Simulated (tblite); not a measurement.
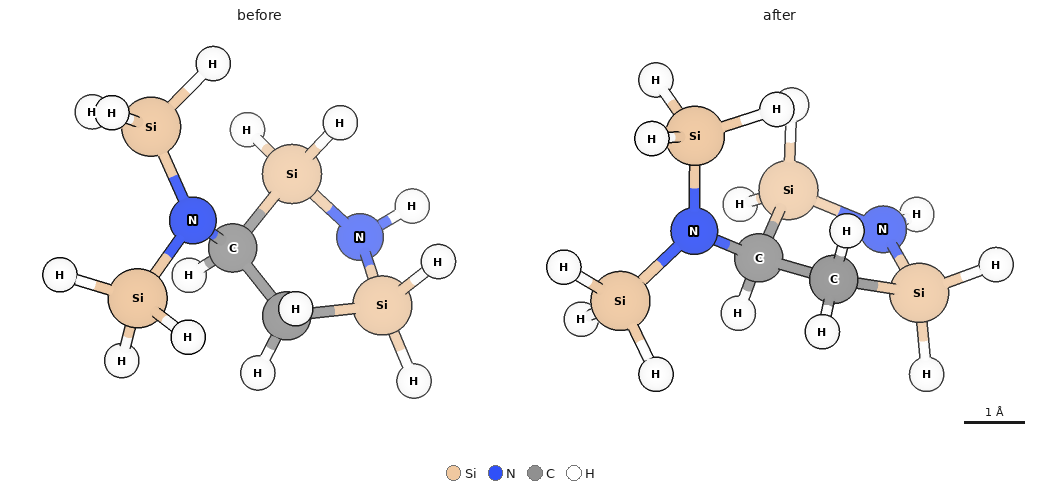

The structure of C₂H₁₄N₂Si₄ before (left) and after (right) a relaxation, at one scale.

The picture is a ball-and-stick view, seen at a tilt.

All numbers below come from tblite, GFN2-xTB geometry optimisation, gas phase. 

Q: Summarise the run.

A: An H atom moves most after the best rigid fit: 1.71 Å. Largest moves by element: H 1.71 Å, C 0.90 Å, Si 0.88 Å, N 0.40 Å. Among the contacts that change: Si–Si 3.228 → 3.488 Å, C–Si 1.831 → 1.910 Å, N–Si 1.812 → 1.735 Å, H–N 1.056 → 1.005 Å. Bond angles that change, for instance: Si–N–Si 97.5° → 118.3°, Si–N–H 109.5° → 121.0°, Si–N–H 111.6° → 120.7°. Groups turn about C–Si by about 50°, C–C by about 30°. Over 277 geometry steps the energy falls by 1.146 eV.
